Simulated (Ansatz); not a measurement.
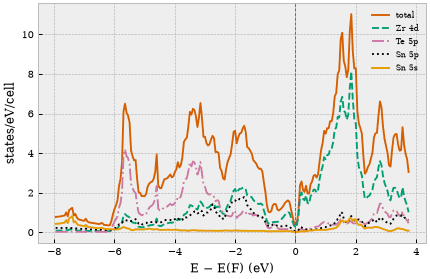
Total and projected density of states of ZrSnTe in space group P4/nmm (No. 129; Zr on 2c, Sn on 2a, Te on 2c), plane-wave PAW r²SCAN (Ansatz code)

Q: Which orbitals carry the states next to the Fermi level?

A: Within 0.5 eV of the Fermi level: Zr 4d 71 %, Sn 5p 13 %, Te 5p 8 %. Projections are on Löwdin-orthogonalised atomic valence shells; empty p or d shells of many metals are not among them.

Q: Where is the tallest occupied peak in this window, and what makes it?

A: Near -3.1 eV, about 6.5 states/eV per cell; the largest projected share is Te 5p.

The first step of the workflow began from a Materials Project structure, measured or hypothetical; the Crystallography Open Database copy checked does not list it. Its standing as an ambient phase is unchecked. Symmetry was held in the r²SCAN relaxation; whether a distortion lowers the energy is not shown. The run is not spin-polarised. Scalar-relativistic: spin–orbit coupling is off unless named, which matters more the heavier the elements.

Potentials: the earlier of the program's two PAW sets.
